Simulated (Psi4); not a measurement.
# CClF3 (SMILES FC(F)(F)Cl): HF/STO-3G

What is the energy change on altering one bond length of CClF3 at HF/STO-3G? 

The results are computed with Psi4 1.11.

7 further runs of the same task are left out: 3 that didn't finish, 4 set aside as unsound or not needed.

**1. Starting point**

CClF3: 5 atoms, total charge 0, spin state singlet. SMILES: `FC(F)(F)Cl`. The coordinates come from a PBE0-D4/def2-TZVP relaxation.

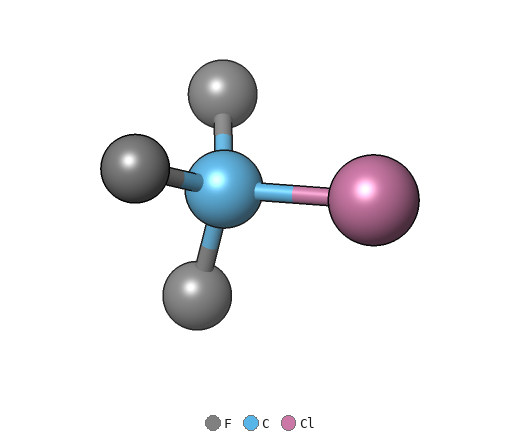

Viewed from a chosen angle; fluorine grey, carbon blue, chlorine pink.

**2. Energy and forces at HF/STO-3G**

Input file input.dat:

```
memory 1600 MB

molecule {
  0 1
  F      0.213700     0.019100     1.326100
  C     -0.002200    -0.082500     0.026100
  F     -1.249600    -0.474600    -0.167100
  F      0.811700    -0.999000    -0.468500
  Cl     0.276300     1.463300    -0.758000
  symmetry c1
}

set {
  puream true
  e_convergence 1e-09
  d_convergence 1e-08
  scf_type pk
}

energy_value, wavefunction = gradient('scf/STO-3G', return_wfn=True)
oeprop(wavefunction, 'MAYER_INDICES', 'DIPOLE', 'MULLIKEN_CHARGES', title='SCF')
print_variables()
```

Command:

```bash
psi4 -n 1 input.dat output.dat
```

output.dat:

```text
[...]
  Running in c1 symmetry.
[...]
  Nuclear repulsion =  251.228625177234051
[...]
  Multiplicity = 1
[...]
  Nalpha       = 25
  Nbeta        = 25
[...]
    Number of basis functions: 29
[...]
   @RHF iter   1:  -785.83004272689152   -1.32122e+00   2.12771e-02 ADIIS/DIIS
[...]
   @RHF iter   9:  -786.09776338906272   -1.31877e-11   9.79376e-09 DIIS
[...]
    Orbital Energies [Eh]
    ---------------------
    Doubly Occupied:
       1A   -103.734727     2A    -26.036647     3A    -26.036412
       4A    -26.036392     5A    -11.376938     6A    -10.417594
       7A     -7.862035     8A     -7.855696     9A     -7.855696
      10A     -1.679658    11A     -1.569268    12A     -1.569246
      13A     -1.096139    14A     -0.845379    15A     -0.729695
      16A     -0.729692    17A     -0.708696    18A     -0.568983
      19A     -0.568976    20A     -0.532860    21A     -0.518420
      22A     -0.518412    23A     -0.453681    24A     -0.431848
      25A     -0.431845
[...]
  @RHF Final Energy:  -786.09776338906272
   => Energetics <=
    Nuclear Repulsion Energy =            251.2286251772340506
    One-Electron Energy =               -1594.3229089223705159
    Two-Electron Energy =                 556.9965203560736882
    Total Energy =                       -786.0977633890627203
[...]
  -Total Gradient:
     Atom            X                  Y                   Z
    ------   -----------------  -----------------  -----------------
       1       -0.010283827348    -0.007620239606    -0.057034550869
       2        0.002634549278     0.014444792615    -0.007279991082
       3        0.055601768386     0.014613803643     0.010241029303
       4       -0.037195713976     0.038215927249     0.023812285186
       5       -0.010756776338    -0.059654283900     0.030261227458
[...]
 Multipole Moments:
 ------------------------------------------------------------------------------------
     Multipole            Electronic (a.u.)      Nuclear  (a.u.)        Total (a.u.)
 ------------------------------------------------------------------------------------
 L = 1.  Multiply by 2.5417464519 to convert [e a0] to [Debye]
 Dipole X            :         -0.2185282            0.1522480           -0.0662802
 Dipole Y            :         -1.2131421            0.8448433           -0.3682987
 Dipole Z            :          0.6153836           -0.4285312            0.1868523
 Magnitude           :                                                    0.4182712
[...]
  Mulliken Charges: (a.u.)
   Center  Symbol    Alpha    Beta     Spin     Total
       1     F     4.56286  4.56286  0.00000 -0.12572
       2     C     2.74064  2.74064  0.00000  0.51872
       3     F     4.56287  4.56287  0.00000 -0.12573
       4     F     4.56286  4.56286  0.00000 -0.12572
       5    CL     8.57077  8.57077  0.00000 -0.14154
   Total alpha = 25.00000, Total beta = 25.00000, Total charge =  0.00000
  Mayer Bond Indices:
[...]
```

It took 1.8 s on 1 thread of Intel Xeon Platinum 8375C at 2.90GHz (Ice Lake), shared host; peak memory 0.18 GiB.

**3. The distorted shape**

Input file calc.inp:

```
memory 1600 MB

molecule mol {
  0 1
  F     -0.009092    -1.217498     1.953359
  C     -0.224992    -1.319098     0.653359
  F     -1.472392    -1.711198     0.460159
  F      0.588908    -2.235598     0.158759
  Cl     0.276300     1.463300    -0.758000
  symmetry c1
}

set basis STO-3G
set puream true
set e_convergence 1e-09
set d_convergence 1e-08
set scf_type pk

e, wfn = gradient("scf", return_wfn=True)
```

Command:

```bash
psi4 -i calc.inp -o calc.out -n 1
```

calc.out:

```text
[...]
  Running in c1 symmetry.
[...]
  Nuclear repulsion =  205.325109922870837
[...]
  Multiplicity = 1
[...]
  Nalpha       = 25
  Nbeta        = 25
[...]
    Number of basis functions: 29
[...]
   @RHF iter   1:  -785.54204769951923   -1.43513e+00   2.12839e-02 ADIIS/DIIS
[...]
   @RHF iter  11:  -785.90183723514258   -8.52651e-12   7.12187e-09 DIIS
[...]
    Orbital Energies [Eh]
    ---------------------
    Doubly Occupied:
       1A   -103.520065     2A    -26.147398     3A    -26.147177
       4A    -26.147159     5A    -11.412292     6A    -10.220551
       7A     -7.663625     8A     -7.659820     9A     -7.659820
      10A     -1.746809    11A     -1.641280    12A     -1.641258
      13A     -0.923664    14A     -0.864205    15A     -0.785972
      16A     -0.785970    17A     -0.753034    18A     -0.623534
      19A     -0.623524    20A     -0.611836    21A     -0.598966
      22A     -0.598958    23A     -0.305424    24A     -0.305424
      25A     -0.256120
[...]
  @RHF Final Energy:  -785.90183723514258
   => Energetics <=
    Nuclear Repulsion Energy =            205.3251099228708370
    One-Electron Energy =               -1503.1661248200207410
    Two-Electron Energy =                 511.9391776620074097
    Total Energy =                       -785.9018372351425796
[...]
 Multipole Moments:
 ------------------------------------------------------------------------------------
     Multipole            Electronic (a.u.)      Nuclear  (a.u.)        Total (a.u.)
 ------------------------------------------------------------------------------------
 L = 1.  Multiply by 2.5417464519 to convert [e a0] to [Debye]
 Dipole X            :         -0.5972395            0.2289740           -0.3682655
 Dipole Y            :         -3.3149672            1.2707078           -2.0442594
 Dipole Z            :          1.6815271           -0.6445491            1.0369780
 Magnitude           :                                                    2.3216243
[...]
  -Total Gradient:
     Atom            X                  Y                   Z
    ------   -----------------  -----------------  -----------------
       1       -0.011617798980    -0.033938932425    -0.020373618499
       2        0.001030176324     0.005548389496    -0.002769109576
       3        0.029030057632    -0.020222823856     0.021149171226
       4       -0.028218703818    -0.005652998308     0.029519956864
       5        0.009776268842     0.054266365103    -0.027526400016
[...]
```

Run time: 1.8 s. Hardware: 1 thread of Intel Xeon Platinum 8375C at 2.90GHz (Ice Lake), shared host; peak memory 0.18 GiB.

**4. Results**

Level: HF/STO-3G.

| quantity | value |
| --- | --- |
| first shape: total energy | -786.09776 Eh |
| first shape: dipole moment | 1.06 D |
| first shape: HOMO energy | -11.75 eV |
| first shape: LUMO energy | 9.07 eV |
| first shape: HOMO–LUMO gap | 20.82 eV |
| first shape: largest force on an atom | 3.484 eV/Å |
| distorted shape: total energy | -785.90184 Eh |
| distorted shape: dipole moment | 5.90 D |
| distorted shape: HOMO energy | -6.97 eV |
| distorted shape: LUMO energy | -0.51 eV |
| distorted shape: HOMO–LUMO gap | 6.46 eV |
| distorted shape: largest force on an atom | 3.169 eV/Å |
| energy change with the C2–Cl5 bond stretched from 1.756 to 3.160 Å | 5.331 eV |

**Reading.** One bond (distorted shape) is far stretched, which a spin-restricted single reference describes badly; a broken-symmetry solution may lie lower. With the C2–Cl5 bond stretched from 1.756 to 3.160 Å the energy rises by 5.33 eV (514 kJ/mol). The first shape isn't relaxed at this level, so the change isn't measured from a minimum. A restricted reference can't describe the breaking bond well at this length. The minimal basis adds a large error of its own. The largest force (first shape) is 3.48 eV/Å: the shape isn't a stationary point for this species at this level.
